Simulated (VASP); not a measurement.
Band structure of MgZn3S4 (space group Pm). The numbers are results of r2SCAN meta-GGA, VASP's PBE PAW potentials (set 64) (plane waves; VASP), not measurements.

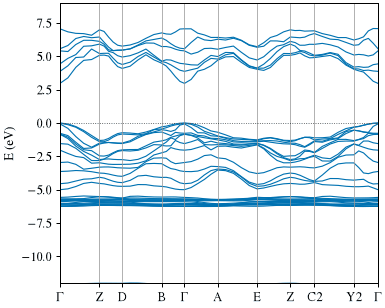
Figure: Bands along high-symmetry lines, zero at the valence-band maximum or, without a gap, the Fermi level

Read the plot: is there a gap, and where are the band edges?

The gap is direct, 2.97 eV, from the valence maximum at Γ to the conduction minimum at Γ.

The structure comes from a computed database's MgZn3S4 entry (Pm); how it stands against other phases isn't given here. It was relaxed first.
